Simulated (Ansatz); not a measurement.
**Hypothetical diamond Re, pressure series**

The parent structure is Re in the diamond structure (space group Fd-3m, No. 227; a = 5.594 Å; a hypothetical phase, not in the database extracts checked).

Cell and atoms are relaxed at each pressure.

The values are results of PBEsol in Ansatz (plane waves to 420 eV, PAW, scalar-relativistic without spin-orbit coupling), not measurements.

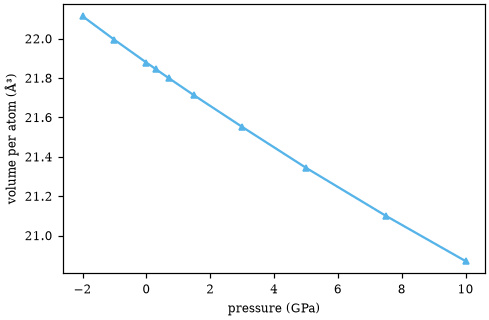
Volume per atom against pressure

Question: From the plot, what is the volume per atom for pressure 1.5 GPa?

Answer: About 21.7 Å³.

Question: Is the trend monotonic over the range shown?

Answer: Yes, it falls throughout, spanning 20.87 Å³ to 22.11 Å³.

Load acts through the strain it causes; cell and atoms are relaxed under it. Stability against distortions was not tested. No other phases were tried under pressure. All final runs are without spin polarisation.

Ansatz is a program for electronic structure.
